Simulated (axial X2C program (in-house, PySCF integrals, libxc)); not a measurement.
# SeF: properties at the nuclei

Wanted for SeF: properties at the nuclei, at the two-component level.

Computed with an in-house X2C program for linear molecules on PySCF integrals. Level: two-component X2C with atomic mean-field terms, Se dyall-acv3z, F dyall-av3z.

All values are calculated.

### 1 Set-up

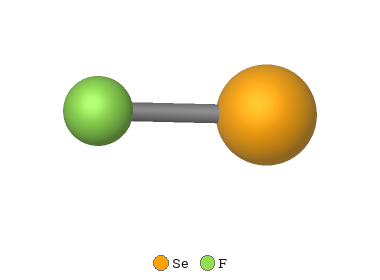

The two atoms at 1.800 Å (selenium orange, fluorine green).

Input file task.json:

```json
{
 "zs": [
  34,
  9
 ],
 "q": 0,
 "bas": [
  "dyall-acv3z",
  "dyall-av3z"
 ],
 "r0": 1.8,
 "levels": [
  "PBE0",
  "HF",
  "B3LYP"
 ],
 "nst": 1,
 "ff": 1,
 "thr": -3.5,
 "nmax": 130,
 "opt": {
  "ecut": 60
 }
}
```

Keys: zs atomic numbers; q charge; bas basis sets; r0 starting distance in Å; levels methods (HF also brings MP2); nst determinants followed; ff finite-field run; thr threshold in hartree for freezing inner shells (an s shell follows its p shell); nmax most natural virtual spinors; ecut virtual cutoff in hartree.

Run with:

```
> python soeom.py task.json out
```

After this run come: Expectation values, lowest determinant; Finite-field coupled cluster.

What does the calculation give? Wanted: lowest determinant; Eeff magnitude; Ws magnitude Se; A∥/gI Se; qzz Se (for each run or level that gives them).

The runs gave:

| quantity | value |
| --- | --- |
| lowest determinant | Ω = 3/2 (excess of +ω over −ω: ω = 3/2) |
| Eeff magnitude (GV/cm), PBE0 | 0.335 |
| Ws magnitude Se (kHz), PBE0 | 0.102 |
| A∥/gI Se (MHz), PBE0 | 469 |
| qzz Se (a.u.), PBE0 | 8.40 |
| Eeff magnitude (GV/cm), CCSD(T) | 0.27 |
| Ws magnitude Se (kHz), CCSD(T) | 0.0837 |
| A∥/gI Se (MHz), CCSD(T) | 500 |
| qzz Se (a.u.), CCSD(T) | 8.19 |

**Reading.** In the first state, the effective field runs from 0.26 to 0.995 GV/cm over the mean-field levels, so the levels don't agree on it. The expectation values come from single determinants, which for open shells can mix terms of unlike spin or miss the lowest Ω, so a determinant need not be a state. Eeff is the effective electric field on the electron dipole moment in this Ω state and Ws the scalar–pseudoscalar constant (defined with the proton number Z and per Ω); A∥ is the parallel hyperfine constant, which follows by multiplying with the nuclear g factor gI = μI/(I μN); qzz is the electric field gradient, eQq0 = 234.96 MHz × Q/barn × qzz; μ is positive if F is the positive end. The operators were transformed with the bare-nucleus X2C matrices. Correlation of the inner shells is missing, which matters for properties at the nucleus.
